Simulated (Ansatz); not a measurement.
# One shape, several levels: NH3 (ammonia)

Wanted: a comparison of 6 runs (CAM-B3LYP/3-21G, r2SCAN0/6-31G, wB97M-V/6-31G, MP2/6-31G, CCSDTQ/6-31G, CCSD(T)/3-21G) of NH3 (ammonia). 

The results are computed with Ansatz 0.2.0.

68 further runs of the same task are left out: 68 set aside as unsound or not needed.

## 1. The molecule

The species is NH3 (4 atoms), meant as a singlet with charge 0. SMILES: `N`. The H2–N1 distance was set to 2.531 Å, away from the relaxed value. At this shape a bond of the SMILES string is far longer than usual.

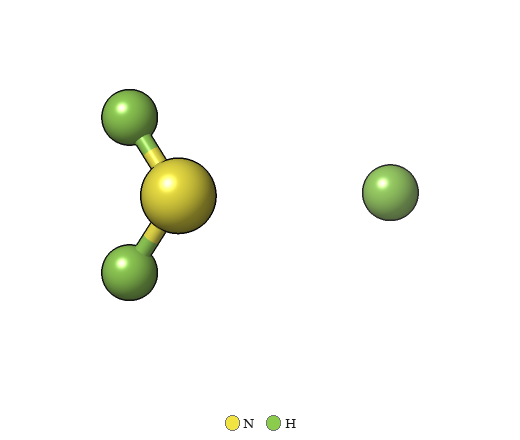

Viewed from a chosen angle; nitrogen yellow, hydrogen green.

## 2. The energy at CAM-B3LYP/3-21G (run 1)

File input.yaml:

```yaml
crystal:
  periodic: [false, false, false]
  atoms:
    - {symbol: N, position_ang: [-0.908271, 1.057756, -0.859892]}
    - {symbol: H, position_ang: [0.491930, -0.300470, 0.753380]}
    - {symbol: H, position_ang: [-1.732071, 0.514306, -1.086302]}
    - {symbol: H, position_ang: [-0.371921, 1.173176, -1.711042]}
basis:
  gaussian:
    orbitals: 3-21G.json
total_charge: 0
hamiltonian:
  xc: {name: CAM-B3LYP}
accuracy: high
```

The basis set 3-21G is read from a file made from the Basis Set Exchange's data (not shown).

The run is started by

```console
$ ansatz run input.yaml --threads 1 --pin off --max-ram 2610MiB --events-out events.jsonl --progress --plain --runs-dir runs
```

Output:

```text
Warning: RAYON_NUM_THREADS=1 ignored (pool sized by the plan → 1); use --threads N
Functional definition: CAM-B3LYP
  name "CAM-B3LYP"
  parameter alpha = 0.19
  parameter beta = 0.46
  parameter omega = 0.33/bohr
  parameter ac = 0.81
  exchange = (1 - alpha - beta)*b88_x + beta*b88_x_sr(omega) + alpha*exact_x + beta*exact_x_lr(omega)
  correlation = (1 - ac)*vwn5_c + ac*lyp_c
284 factors; integrals over basis functions are off by at most 5.0e-9 eV
122 factors; integrals over basis functions are off by at most 1.4e-9 eV
mean field evaluation 1: about -1512.5727 eV, gradient 5.5e1 eV
mean field evaluation 2: about -1499.6889 eV, gradient 8.2e1 eV
mean field evaluation 4: about -1522.4204 eV, gradient 1.0e1 eV
mean field evaluation 8: about -1522.7874 eV, gradient 2.6e-1 eV
mean field evaluation 16: about -1522.7883 eV, gradient 4.9e-5 eV
mean field -1522.78825529 eV, -55.9614361989 hartree, gradient 9.4e-8 eV, S^2 0.000000; 0 other end points of the search recorded, 0 dependent functions left out
reference -1522.78826596 eV, -55.9614365911 hartree; 5, 5 occupied and 10, 10 virtual orbitals, 284 factors
Total energy: -1522.78826596 eV, -55.9614365911 hartree
```

Run time: 0.22 s. Hardware: 1 thread of AMD EPYC 9R45 (Zen 5), shared host.

## 3. The energy at r2SCAN0/6-31G (run 2)

File input.yaml:

```yaml
crystal:
  periodic: [false, false, false]
  atoms:
    - symbol: N
      position_ang: [-0.908271, 1.057756, -0.859892]
    - symbol: H
      position_ang: [0.491930, -0.300470, 0.753380]
    - symbol: H
      position_ang: [-1.732071, 0.514306, -1.086302]
    - symbol: H
      position_ang: [-0.371921, 1.173176, -1.711042]
basis:
  gaussian: {orbitals: 6-31G}
hamiltonian: {xc: {name: r2SCAN0}}
accuracy: high
```

The run is started by

```console
$ ansatz run input.yaml --threads 1 --pin off --max-ram 2610MiB --events-out events.jsonl --progress --plain --runs-dir runs
```

Output:

```text
Warning: RAYON_NUM_THREADS=1 ignored (pool sized by the plan → 1); use --threads N
Functional definition: r2SCAN0
  name "r2SCAN0"
  parameter a = 0.25
  parameter k0 = 0.174
  parameter k1 = 0.065
  parameter a1 = 4.9479
  exchange = (1 - a)*r2scan_x(k0 = k0, k1 = k1, a1 = a1) + a*exact_x
  correlation = r2scan_c
346 factors; integrals over basis functions are off by at most 2.9e-9 eV
mean field evaluation 1: about -1518.6749 eV, gradient 5.9e1 eV
mean field evaluation 2: about -1499.7175 eV, gradient 9.2e1 eV
mean field evaluation 4: about -1527.8763 eV, gradient 2.5e1 eV
mean field evaluation 8: about -1530.6359 eV, gradient 3.3e-1 eV
mean field evaluation 16: about -1530.6334 eV, gradient 5.2e-6 eV
mean field -1530.63336981 eV, -56.2497388399 hartree, gradient 3.0e-8 eV, S^2 0.000000; 0 other end points of the search recorded, 0 dependent functions left out
reference -1530.63337011 eV, -56.2497388508 hartree; 5, 5 occupied and 10, 10 virtual orbitals, 346 factors
Total energy: -1530.63337011 eV, -56.2497388508 hartree
```

It took 0.42 s on 1 thread of AMD EPYC 9R45 (Zen 5), shared host.

Runs 3 to 4 aren't shown in full; the table further down has their settings and results.

## 4. The energy at CCSDTQ/6-31G (run 5)

File input.yaml:

```yaml
crystal:
  periodic: [false, false, false]
  atoms:
    - {symbol: "N", position_ang: [-0.908271, 1.057756, -0.859892]}
    - {symbol: H, position_ang: [0.491930, -0.300470, 0.753380]}
    - {symbol: H, position_ang: [-1.732071, 0.514306, -1.086302]}
    - {symbol: H, position_ang: [-0.371921, 1.173176, -1.711042]}
basis:
  gaussian:
    orbitals: 6-31G
correlation:
  method: ccsdtq
  frozen_orbitals: {H: 0, "N": 1}
accuracy: high
scf:
  omitted_lower_state_checks: [cluster_reference, increment]
```

The run is started by

```console
$ ansatz run input.yaml --threads 1 --pin off --max-ram 2610MiB --events-out events.jsonl --progress --plain --runs-dir runs
```

Output, shortened:

```text
Warning: RAYON_NUM_THREADS=1 ignored (pool sized by the plan → 1); use --threads N
Functional definition: HF
  name "HF"
[...]
346 factors; integrals over basis functions are off by at most 2.9e-9 eV
[...]
mean field -1520.87221415 eV, -55.8910229858 hartree, gradient 6.0e-8 eV, S^2 0.000000; 1 other end points of the search recorded, 0 dependent functions left out; unrestricted orbitals would lower it
1 core orbitals not correlated: weight in the atoms' cores, before any rotation towards them, 1.000 or more for the frozen orbitals, at most 0.000 for the correlated occupied ones
reference -1520.87221415 eV, -55.8910229858 hartree; 4, 4 occupied and 10, 10 virtual orbitals, 346 factors
second order -4.88539659 eV of doubles, -0.00000000 eV of singles
cycle   1  -4.56085998 eV  change   -9.7e-1 eV  update   1.3e-1
[...]
cycle  31  -6.68937494 eV  change   1.9e-10 eV  update  1.7e-10
WARN: these amplitudes may be one of several solutions (largest doubles amplitude 0.71, level shift 6.84 eV)
Total energy: -1527.56158909 eV, -56.1368529805 hartree
Checks for a lower state left out: cluster_reference, increment
```

It took 1.5 s on 1 thread of AMD EPYC 9R45 (Zen 5), shared host.

## 5. The energy at CCSD(T)/3-21G (run 6)

File job.yaml:

```yaml
crystal:
  periodic: [false, false, false]
  atoms:
    - {symbol: N, position_ang: [-0.908271, 1.057756, -0.859892]}
    - {symbol: H, position_ang: [0.491930, -0.300470, 0.753380]}
    - {symbol: H, position_ang: [-1.732071, 0.514306, -1.086302]}
    - {symbol: H, position_ang: [-0.371921, 1.173176, -1.711042]}
basis:
  gaussian:
    orbitals: 3-21G.json
correlation:
  method: ccsd_t
  frozen_orbitals: {H: 0, "N": 1}
accuracy: high
scf:
  omitted_lower_state_checks: [cluster_reference, increment]
```

The basis set 3-21G is read from a file made from the Basis Set Exchange's data (not shown).

The run is started by

```console
$ ansatz run job.yaml --threads 1 --pin off --max-ram 2610MiB --events-out events.jsonl --progress --plain --runs-dir runs
```

Output, shortened:

```text
Warning: RAYON_NUM_THREADS=1 ignored (pool sized by the plan → 1); use --threads N
[... 2 set-up lines as earlier in the session ...]
[...]
284 factors; integrals over basis functions are off by at most 5.0e-9 eV
[...]
mean field -1512.76282887 eV, -55.5930085736 hartree, gradient 1.8e-8 eV, S^2 0.000000; 1 other end points of the search recorded, 0 dependent functions left out; unrestricted orbitals would lower it
1 core orbitals not correlated: weight in the atoms' cores, before any rotation towards them, 1.000 or more for the frozen orbitals, at most 0.000 for the correlated occupied ones
reference -1512.76282887 eV, -55.5930085736 hartree; 4, 4 occupied and 10, 10 virtual orbitals, 284 factors
second order -4.94423998 eV of doubles, -0.00000000 eV of singles
cycle   1  -4.52486289 eV  change    -1.0e0 eV  update   1.3e-1
[...]
cycle  28  -6.56266028 eV  change  -1.1e-10 eV  update  3.2e-10
perturbative correction -0.39459698 eV, -0.0145011715 hartree
WARN: these amplitudes may be one of several solutions (largest doubles amplitude 0.69, level shift 7.81 eV)
Total energy: -1519.72008613 eV, -55.8486830621 hartree
Checks for a lower state left out: cluster_reference, increment
```

Wall time 0.06 s (1 thread of AMD EPYC 9R45 (Zen 5), shared host).

## 6. All runs side by side

```csv
run,level,frozen core orbitals,energy (Eh),wall time
1,CAM-B3LYP/3-21G,–,-55.961437,0.22 s
2,r2SCAN0/6-31G,–,-56.249739,0.42 s
3,wB97M-V/6-31G,–,-56.258211,2.1 s
4,MP2/6-31G,1,-56.070558,0.06 s
5,CCSDTQ/6-31G,1,-56.136853,1.5 s
6,CCSD(T)/3-21G,1,-55.848683,0.06 s
```

## 7. Outcome

```
                                         quantity         value
                              run 6: total energy  -55.84868 Eh
run 6: correlation energy (1 core orbital frozen)    -255.7 mEh
                            run 6: (T) correction    -14.50 mEh
                             run 6: T1 diagnostic         0.051
```

What this shows: Totals of different functionals can't be ranked against each other. In run 6 the T1 diagnostic is large, so a single reference may not serve. In runs 4, 5, 6 the log says that unrestricted orbitals would lower the reference, so the values rest on an unstable closed-shell determinant (other closed-shell runs at this shape may share the fault). In runs 1, 2, 3, 4, 6 a closed-shell determinant meets a far-stretched bond, which it describes badly. All runs together took 4.4 s, the longest 2.1 s.
